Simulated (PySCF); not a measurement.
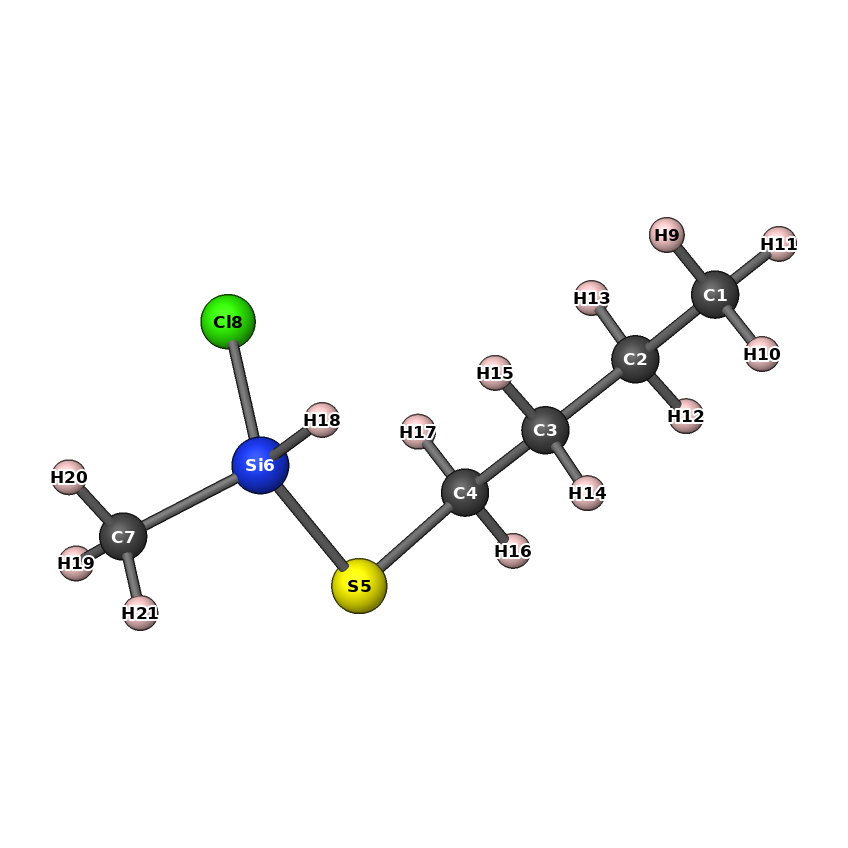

The questions are on isotropic NMR shieldings of the C atoms. Computed geometry: PBE0-D3(BJ)/def2-SVP optimisation. No frequency run is at hand to confirm it as a minimum. Properties computed with GIAO WP04/pcSseg-1 NMR shielding, non-relativistic, gas phase (PySCF 2.14.0).

### Which C atom is the most shielded (lowest chemical shift)?

C7 (169.8 ppm).

### Which C atom is the least shielded (highest chemical shift)?

C3 (134.3 ppm).

### How wide is the range of C shifts?

35.5 ppm.

Give the isotropic NMR shieldings of the C atoms atom by atom.

| atom | σ (ppm) |
| --- | --- |
| C1 | 154.7 |
| C2 | 144.4 |
| C3 | 134.3 |
| C4 | 135.9 |
| C7 | 169.8 |
